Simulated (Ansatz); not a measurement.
Breaking the P1–N2 bond in PN (multiplicity 1 held). Energies count from the point at 1.483 Å.


Unrestricted levels (U-) break spin symmetry where that is lower. Active spaces are followed from rest. Full CI gives the lowest state of the spin. Levels need not reach the same state.

Correlated levels freeze the cores.

Programs: Ansatz (Gaussian basis) for Hartree–Fock, density functionals and correlated methods. Values without a source in brackets are computed.

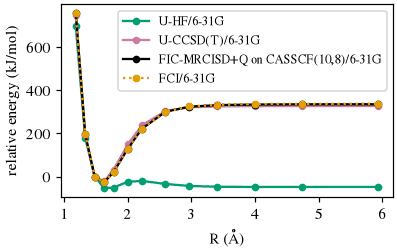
Fig. 1. Relative energy along the coordinate

### Question
Order the other curves in the same basis by their non-parallelity to FCI/6-31G (largest less smallest deviation, whatever its cause), smallest first.

### Answer
FIC-MRCISD+Q on CASSCF(10,8)/6-31G (3 kJ/mol), U-CCSD(T)/6-31G (31 kJ/mol), U-HF/6-31G (385 kJ/mol)

### Question
Read off the U-HF/6-31G curve at R = 4.003.

### Answer
about -48 kJ/mol

Doubts at one or more of the structures used: a spin-contaminated determinant (U-HF/6-31G, U-CCSD(T)/6-31G); T1 above 0.05 (U-CCSD(T)/6-31G); the program's own flag: large difference (U-CCSD(T)/6-31G).

Ansatz is a first-principles code.
